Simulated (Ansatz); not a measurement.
**C₃H₉InO (In(OCMe2)H3): density, localisation and related maps**

Input

```
crystal:
  periodic: [false, false, false]
  atoms:
    - {symbol: In, position_ang: [-0.501348, -1.076696, -2.381327]}
    - {symbol: O, position_ang: [-0.484361, -0.927021, -0.024876]}
    - {symbol: C, position_ang: [-0.030041, -0.019066, 0.668494]}
    - {symbol: C, position_ang: [-0.086951, -0.116739, 2.161696]}
    - {symbol: C, position_ang: [0.591336, 1.197599, 0.050382]}
    - {symbol: H, position_ang: [0.934515, -0.052307, 2.573378]}
    - {symbol: H, position_ang: [-0.638283, 0.747274, 2.569153]}
    - {symbol: H, position_ang: [-0.563634, -1.054498, 2.472395]}
    - {symbol: H, position_ang: [-0.136289, 1.657869, -0.639235]}
    - {symbol: H, position_ang: [1.439573, 0.878675, -0.579364]}
    - {symbol: H, position_ang: [0.930675, 1.934236, 0.790253]}
    - {symbol: H, position_ang: [1.235637, -0.996579, -2.535469]}
    - {symbol: H, position_ang: [-1.367489, 0.419501, -2.627231]}
    - {symbol: H, position_ang: [-1.323339, -2.592238, -2.498260]}
basis:
  gaussian: {orbitals: def2-TZVP, initial_orbitals: start.molden}
hamiltonian: {xc: pbe0, dispersion: d4}
scf: {omitted_lower_state_checks: [starts]}
output: {forces: true, orbitals: {seedname: orbitals}}
```

Command:

```sh
ansatz run in.yaml --threads 2 --pin off --events-out ev --progress --plain --max-ram 22528MiB --backend cpu
```

Geometry: r2SCAN-D4/def2-SVP; core potentials replace the inner electrons of In; not at a stationary point (largest force 0.7 eV/Å).

Theory: RKS PBE0-D4/def2-TZVP in Ansatz 0.2.0.

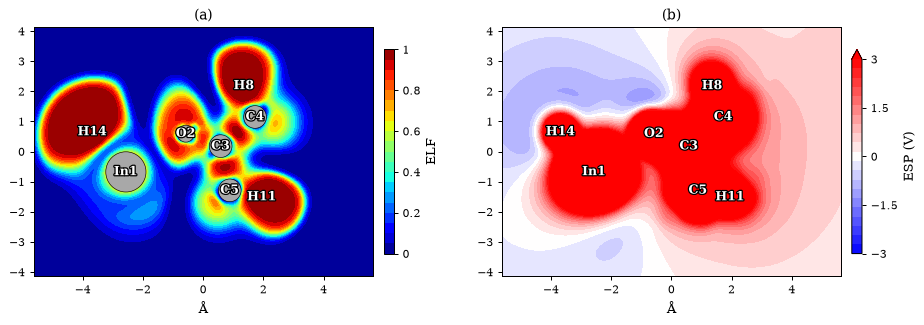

Figure 1. (a) electron localisation function; (b) molecular electrostatic potential on the plane of atoms O2, C3 and C5. Grey discs cover the atomic cores in the ELF map.

### What does the map show?

Atoms in the plane: In, O, C and H. C–O (1.23 Å): the ELF peaks at about 0.85 between the atoms: a polar covalent bond. C–C (1.50 Å): the ELF peaks at about 0.95 between the atoms, as expected for a shared electron pair. In–O (2.36 Å): the ELF peaks at about 0.90 in the valence shell of O, 0.6 Å from its nucleus, and drops to about 0.10 between the two atoms. C–H (1.10 Å): the ELF climbs to about 1 towards the hydrogen, as it does in any bond to H: a covalent bond by its length. In–H (1.73 Å): the ELF climbs to about 1 towards the hydrogen. The ELF also peaks beside O2, away from the bonds: lone-pair regions. Outside the dense part of the molecule the potential is most negative (−1.2 V) near O2.

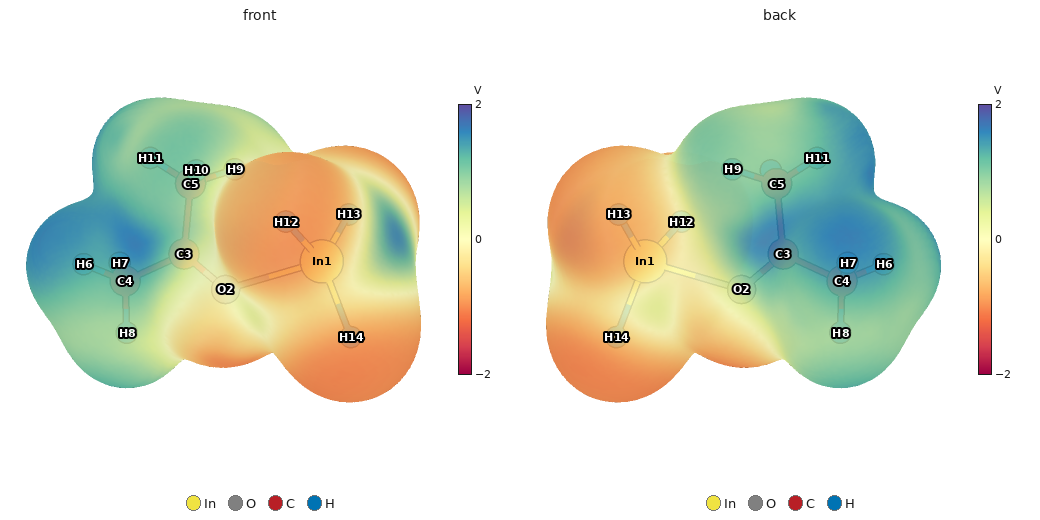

Figure 2. The electrostatic potential painted on the density surface at 0.002 e/bohr³, seen from the front and from behind; red is negative and blue positive.

### Which sites attract a positive test charge, and which a negative one?

A positive charge is drawn to the negative regions and a negative charge to the positive ones. The most negative region (about −1.0 V) lies over O2, H12, H13 and H14, the most positive (about +1.6 V) over C3, H6, H7 and H11.

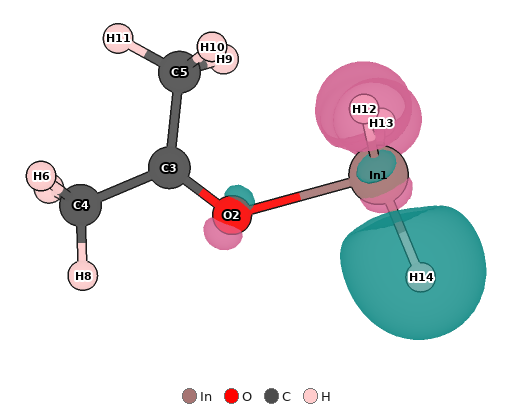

Figure 3. The HOMO−1 at ±0.15 Å⁻³ᐟ² (teal and pink are the two phases), seen at a tilt.

### Where does this orbital lie, and at what energy?

Its weight (Hirshfeld) is mainly on In1 (about 40 %), H14 (about 35 %), H12 (about 10 %) and H13 (about 10 %). Its energy is −7.30 eV.
